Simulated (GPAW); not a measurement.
# CH5AlCl (charge −1): property calculation

CH5AlCl, charge −1, SMILES [AlH3-][CH2]Cl, computed with RPBE/real-space grid, scalar-relativistic datasets (GPAW 26.7.0).

The geometry comes from this level: GFN2-xTB.

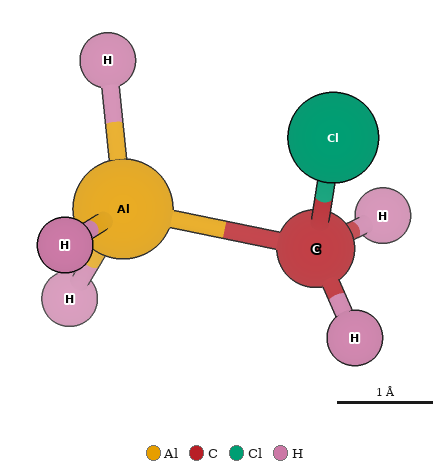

The structure as given in the input (ball-and-stick view, seen at a tilt). Sticks mark near contacts.

## Input file (mol_sp.py)
```python
from ase.io import read
from gpaw import GPAW

# Atomic positions
molecule = read("mol.xyz")
molecule.center(vacuum=5.5)

# Ground state
calc = GPAW(mode="fd", h=0.2, xc="RPBE", maxiter=100, charge=-1, txt="-")
molecule.calc = calc

energy = molecule.get_potential_energy()
print(f"Energy: {energy:.5f} eV")
forces = molecule.get_forces()
print("Forces (eV/Ang)")
for symbol, f in zip(molecule.symbols, forces):
    print(f'{symbol:2} {f[0]:9.4f} {f[1]:9.4f} {f[2]:9.4f}')
homo, lumo = calc.get_homo_lumo()
print(f"HOMO                    {homo:.3f} eV")
print(f"LUMO: {lumo:.3f} eV")
print(f"Gap: {lumo - homo:.3f} eV")
```

## File mol.xyz
```
8

Al     0.529040    -0.743220    -0.468830
C     -0.552420     0.890100     0.205470
Cl    -0.533410     0.194120     1.856290
H     -0.360650    -2.052420    -0.197210
H      0.735250    -0.451850    -2.037860
H      1.917270    -0.772390     0.337780
H     -0.118540     1.892390     0.322350
H     -1.616540     1.043260    -0.017970
```

Machine: 1 thread of AMD EPYC (Zen 3), 32 GiB of memory available, shared host.

Run as:
```bash
python mol_sp.py
```

## Output
```
__  _  _
 | _ |_)|_||  |
 |__||  | ||/\| - 26.7.0

units:  Angstrom and eV
cores:  1
OpenMP: False

Versions:
  Python: 3.12.14
  ASE:    3.29.0
  Numpy:  2.5.5
  Scipy:  1.18.1
  Libxc:  7.0.0

        _gpaw.cpython-312-x86_64-linux-gnu.so

Input parameters:
  mode=FD(),
  charge=-1,
  h=0.2,
  maxiter=100,
  xc=XC(name='RPBE')

Diagonalizing LCAO Hamiltonian
Converting LCAO to fd mode
          .-----------------------------------.
         /|                                   |
        / |                                   |
       /  |                                   |
      /   |                                   |
     /    |                                   |
    /     |                                   |
   /      |                                   |
  /       |                                   |
 *        |                                   |
 |        |                                   |
 |        |           Cl                      |
 |        |             H                     |
 |        |         H C    H                  |
 |        |             Al                    |
 |        |          H                        |
 |        |              H                    |
 |        |                                   |
 |        .-----------------------------------.
 |       /                                   /
 |      /                                   /
 |     /                                   /
 |    /                                   /
 |   /                                   /
 |  /                                   /
 | /                                   /
 |/                                   /
 *-----------------------------------*

Atoms  # Å, Bohr magnetons
|   | symbol |        x |        y |        z |    initial magnetic moments |
|---|--------|----------|----------|----------|-----------------------------|
| 0 |     Al | 7.645580 | 6.809200 | 7.069030 | ( 0.0000,  0.0000,  0.0000) |
| 1 |      C | 6.564120 | 8.442520 | 7.743330 | ( 0.0000,  0.0000,  0.0000) |
| 2 |     Cl | 6.583130 | 7.746540 | 9.394150 | ( 0.0000,  0.0000,  0.0000) |
| 3 |      H | 6.755890 | 5.500000 | 7.340650 | ( 0.0000,  0.0000,  0.0000) |
| 4 |      H | 7.851790 | 7.100570 | 5.500000 | ( 0.0000,  0.0000,  0.0000) |
| 5 |      H | 9.033810 | 6.780030 | 7.875640 | ( 0.0000,  0.0000,  0.0000) |
| 6 |      H | 6.998000 | 9.444810 | 7.860210 | ( 0.0000,  0.0000,  0.0000) |
| 7 |      H | 5.500000 | 8.595680 | 7.519890 | ( 0.0000,  0.0000,  0.0000) |

Unit cell  # Å
| periodic |         x |         y |         z |   lengths |    angles |
|----------|-----------|-----------|-----------|-----------|-----------|
|       no | 14.533810 |  0.000000 |  0.000000 | 14.533810 | 90.000000 |
|       no |  0.000000 | 14.944810 |  0.000000 | 14.944810 | 90.000000 |
|       no |  0.000000 |  0.000000 | 14.894150 | 14.894150 | 90.000000 |

Number of symmetries: 1
Symmetry operations  # r_c * U_cc + t_c -> r_c
|   | kind |            matrix            |
|---|------|------------------------------|
| 0 |  E   |  1, 0, 0,  0, 1, 0,  0, 0, 1 |

BZ-sampling:
  Number of BZ points: 1
  Number of IBZ points: 1

  Monkhorst-Pack size: [1, 1, 1]
  Monkhorst-Pack shift: [0, 0, 0]

K-points  # in reciprocal-cell coordinates
|   |                                coordinates |     weight |
|---|--------------------------------------------|------------|
| 0 | (  0.00000000,   0.00000000,   0.00000000) | 1.00000000 |

Uniform wave function grid shape: (np.int64(71), np.int64(75), np.int64(75))
Spin-components: 1 (collinear spins)
Bands:           16
Projectors:      30
Spin-degeneracy: 2
Datatype:        float64

  Storage: CPU
  Wave functions: 51_120_000 bytes (51_120_000 per core)

Parallelization:
  kpt:    1
  domain: 1
  band:   1

Density:
  Valence electrons: 19.0
  Components: 1
  Grid points: [72 76 76]
  Charge: -1.0  # |e|

Potential:
  Grid points: [72 76 76]

species:
  Al:
    name:    Aluminium
    Z:       13.0
    valence: 3
    core:    10
    charge:  0.0  # [|e|]
    file:    Al.RPBE.gz
    compensation charges:
      type: gauss
      rc: 0.34  # [Å]
      lmax: 2
    cutoffs:
      filter: 1.91  # [Å]
      core: 2.36  # [Å]
    projectors
    | kind |    occ | energy [eV] | rcut [Å] |
    |------|--------|-------------|----------|
    |   3s |  2.000 |      -7.732 |    1.085 |
    |   3p |  1.000 |      -2.717 |    1.085 |
    |    s |        |      19.479 |    1.085 |
    |    p |        |      24.495 |    1.085 |
    |    d |        |       0.000 |    1.085 |

    Using partial waves for Al as LCAO basis

  C:
    name:    Carbon
    Z:       6.0
    valence: 4
    core:    2
    charge:  0.0  # [|e|]
    file:    C.RPBE.gz
    compensation charges:
      type: gauss
      rc: 0.20  # [Å]
      lmax: 2
    cutoffs:
      filter: 1.14  # [Å]
      core: 1.14  # [Å]
    projectors
    | kind |    occ | energy [eV] | rcut [Å] |
    |------|--------|-------------|----------|
    |   2s |  2.000 |     -13.815 |    0.635 |
    |   2p |  2.000 |      -5.254 |    0.635 |
    |    s |        |      13.396 |    0.635 |
    |    p |        |      21.957 |    0.635 |
    |    d |        |       0.000 |    0.635 |

    Using partial waves for C as LCAO basis

  Cl:
    name:    Chlorine
    Z:       17.0
    valence: 7
    core:    10
    charge:  0.0  # [|e|]
    file:    Cl.RPBE.gz
    compensation charges:
      type: gauss
      rc: 0.25  # [Å]
      lmax: 2
    cutoffs:
      filter: 1.40  # [Å]
      core: 1.49  # [Å]
    projectors
    | kind |    occ | energy [eV] | rcut [Å] |
    |------|--------|-------------|----------|
    |   3s |  2.000 |     -20.687 |    0.794 |
    |   3p |  5.000 |      -8.572 |    0.794 |
    |    s |        |       6.524 |    0.794 |
    |    p |        |      18.639 |    0.794 |
    |    d |        |       0.000 |    0.794 |

    Using partial waves for Cl as LCAO basis

  H:
    name:    Hydrogen
    Z:       1.0
    valence: 1
    core:    0
    charge:  0.0  # [|e|]
    file:    H.RPBE.gz
    compensation charges:
      type: gauss
      rc: 0.15  # [Å]
      lmax: 2
    cutoffs:
      filter: 0.85  # [Å]
      core: 0.53  # [Å]
    projectors
    | kind |    occ | energy [eV] | rcut [Å] |
    |------|--------|-------------|----------|
    |   1s |  1.000 |      -6.572 |    0.476 |
    |    s |        |      20.639 |    0.476 |
    |    p |        |       0.000 |    0.476 |

    Using partial waves for H as LCAO basis

Reference energy: -20258.238843  # eV

eigensolver:
  PPCG
  Converge bands: occupied
  niter=2

density mixing:
  MSR1-Mixer
  Pratt-step length: 0.05
  Maximum mixing coefficient: 0.75
  Old densities: 10
  SVD Regularization: 0.005
  Good broyden scale: 1.0
  Trust region scale: 1.0
  Backstep threshold: 4.0
  History deletion threshold: 6.0
  Fourier metric: weight=20.0, sigma=0.015

occupation numbers:
  # Zero width

FastPoissonSolver using
    Stencil: 6*3+1=19 point O(h^6) finite-difference Laplacian
    FFT axes: []
    FST axes: [np.int64(0), np.int64(1), np.int64(2)]

xc functional:
  name: RPBE with 2 nearest neighbor stencil
interpolation: tri-quintic # 5. degree polynomial

Initialization done in: 6.951 s

convergence criteria:
- Maximum [total energy] change in last 3 cyles: 0.0005 eV / valence electron
- Maximum integral of absolute [dens]ity change: 0.0001 electrons / valence electron
- Maximum integral of absolute [eigenst]ate change: 4e-08 eV^2 / valence electron
maximum number of iterations: 100

SCF iterations
|iter     |     time |      energy | eigst |  dens |
|---------|----------|-------------|-------|-------|
|iter:   1| 00:00:08 |  -33.183324 | +0.90 |       |
|iter:   2| 00:00:12 |  -33.021201 | -0.22 | -0.70 |
|iter:   3| 00:00:16 |  -31.727453 | +0.27 | -0.73 |
|iter:   4| 00:00:19 |  -31.748274 | -0.38 | -1.39 |
|iter:   5| 00:00:23 |  -31.752434 | -1.35 | -1.72 |
|iter:   6| 00:00:26 |  -31.754676c| -1.96 | -2.10 |
|iter:   7| 00:00:29 |  -31.754843c| -2.82 | -2.74 |
|iter:   8| 00:00:33 |  -31.754899c| -3.51 | -3.09 |
|iter:   9| 00:00:36 |  -31.754907c| -4.16 | -3.58 |
|iter:  10| 00:00:40 |  -31.754909c| -4.80 | -4.07c|
|iter:  11| 00:00:43 |  -31.754909c| -5.39 | -4.41c|
|iter:  12| 00:00:47 |  -31.754909c| -6.01 | -4.84c|
|iter:  13| 00:00:51 |  -31.754909c| -6.53 | -5.06c|
|iter:  14| 00:00:54 |  -31.754909c| -7.15 | -5.52c|
|iter:  15| 00:00:56 |  -31.754909c| -7.53c| -5.81c|

Converged in 15 steps
SCF loop duration: 49.013 s (3.268 s/step)
Energy contributions relative to reference atoms: (reference = -20258.238843)

Energy contributions:
  Kinetic:          39.739946
  Coulomb:         -36.988825
  Zero:              0.257255
  External:          0.000000
  Xc:              -34.763285
  Entropy:           0.000000
  Spinorbit:         0.000000
  ----------------------------
  Free energy:     -31.754909
  Extrapolated:    -31.754909

dipole moment: (-7.502724, -6.877628, -7.516747)  # |e|*Ang

Fermi level: 0.940
Eigenvalues  # (at kpt = [0.000, 0.000, 0.000])
| band index |      eig [eV] | occ [0-2] |
|------------|---------------|-----------|
|          0 |       -16.636 |     2.000 |
|        ... |               |           |
|          2 |        -5.920 |     2.000 |
|          3 |        -5.906 |     2.000 |
|          4 |        -4.878 |     2.000 |
|          5 |        -3.148 |     2.000 |
|          6 |        -2.527 |     2.000 |
|          7 |        -1.675 |     2.000 |
|          8 |        -1.433 |     2.000 |
|          9 |        -0.703 |     2.000 |
|         10 |         2.583 |     0.000 |
|         11 |         2.905 |     0.000 |
|         12 |         2.970 |     0.000 |
|         13 |         3.395 |     0.000 |
|         14 |         3.433 |     0.000 |
|         15 |         3.590 |     0.000 |

Gap: 3.286 eV
Transition (v -> c):
  (s=0, k=0, n=9, [0.00, 0.00, 0.00]) -> (s=0, k=0, n=10, [0.00, 0.00, 0.00])
No difference between direct/indirect transitions
vacuum-level: 0.000  # V
Energy: -31.75491 eV

Forces  # eV/Ang
|        x |        y |        z |
|----------|----------|----------|
| -0.21981 |  0.58594 | -0.51461 |  # Al   0
|  0.11247 |  0.00270 | -0.47577 |  # C    1
| -0.47623 | -0.03636 |  2.05715 |  # Cl   2
| -0.23775 | -0.39695 | -0.02462 |  # H    3
|  0.22862 | -0.11831 | -0.71633 |  # H    4
|  0.44077 | -0.00603 |  0.13864 |  # H    5
|  0.22958 |  0.06671 | -0.18379 |  # H    6
| -0.08952 | -0.13240 | -0.26170 |  # H    7

Force computation time: 0.102  # s
Forces (eV/Ang)
Al   -0.2198    0.5859   -0.5146
C     0.1125    0.0027   -0.4758
Cl   -0.4762   -0.0364    2.0572
H    -0.2378   -0.3969   -0.0246
H     0.2286   -0.1183   -0.7163
H     0.4408   -0.0060    0.1386
H     0.2296    0.0667   -0.1838
H    -0.0895   -0.1324   -0.2617
HOMO                    -0.703 eV
LUMO: 2.583 eV
Gap: 3.286 eV
```

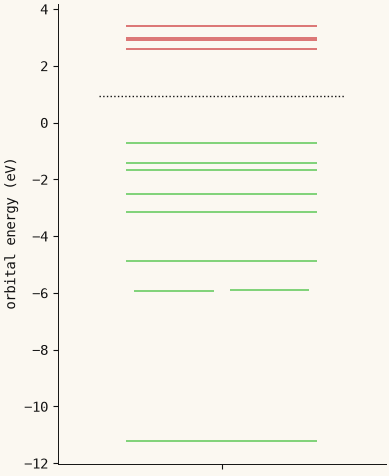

Orbital energies near the frontier; the dotted line parts filled from empty levels, and levels within 0.02 eV of each other stand side by side. Highest filled −0.70 eV, lowest empty 2.58 eV, 3.28 eV apart.

## Key numbers

| quantity | value |
| --- | --- |
| outcome | converged |
| energy relative to the program's reference atoms | −31.7549 eV |
| largest force | 2.112 eV/Å |
| HOMO | −0.70 eV |
| LUMO | 2.58 eV |
| wall time | 57 s |
| peak memory | 1.1 GiB |
